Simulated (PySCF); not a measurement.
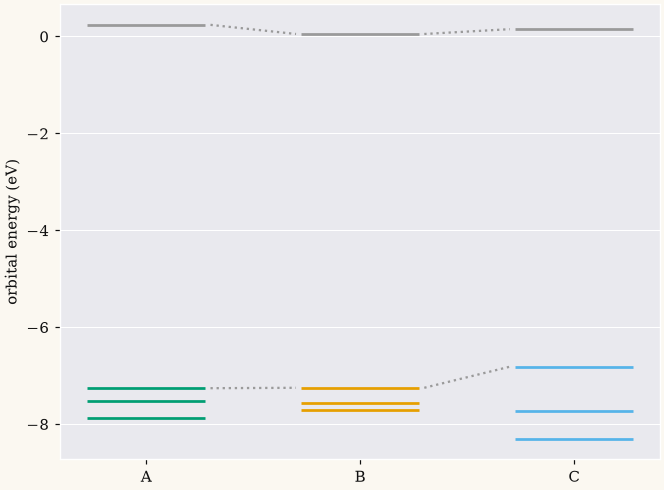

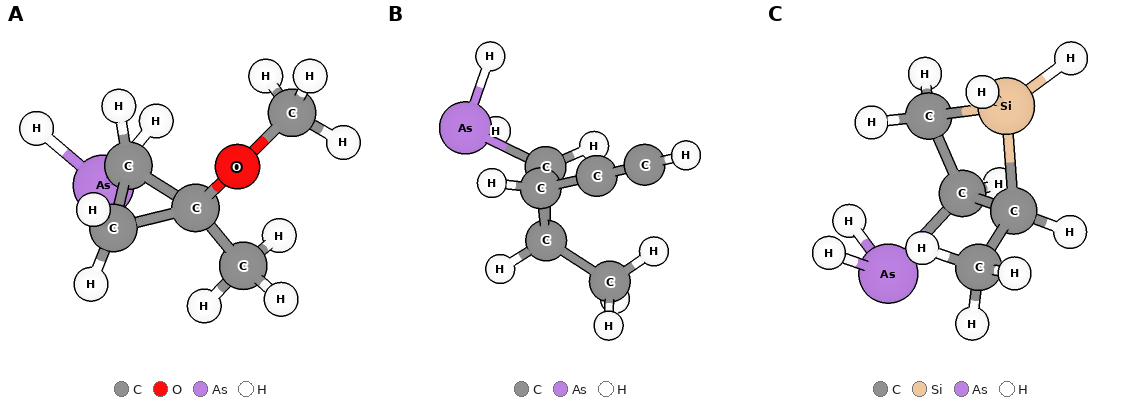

Related molecules: A is C₅H₁₁AsO, SMILES CO[C@@]1(C)C[C@@H]1[AsH2]; B is C₆H₉As, SMILES C#C[C@@H]1[C@H](C)[C@H]1[AsH2]; C is C₄H₁₁AsSi, SMILES C[C@@H]1[SiH2]C[C@@H]1[AsH2]. Frontier orbital energies, PBE0/def2-SVPD with PySCF 2.14.0, at a GFN2-xTB geometry (no frequency check); drawn are at most three filled levels and, in grey, the LUMO with any level within 0.03 eV of it; dotted lines join the HOMOs and the LUMOs.

What does the change do to the frontier levels?

From A to B the HOMO hardly moves and the LUMO falls by 0.19 eV, so the separation goes from 7.50 to 7.30 eV. From A to C the HOMO rises by 0.44 eV and the LUMO falls by 0.09 eV, so the separation goes from 7.50 to 6.97 eV.

Limits of at least one run: empty levels above zero depend strongly on the basis; one conformer of a flexible molecule; the tight-binding geometry is rougher than a DFT one and adds to the error.
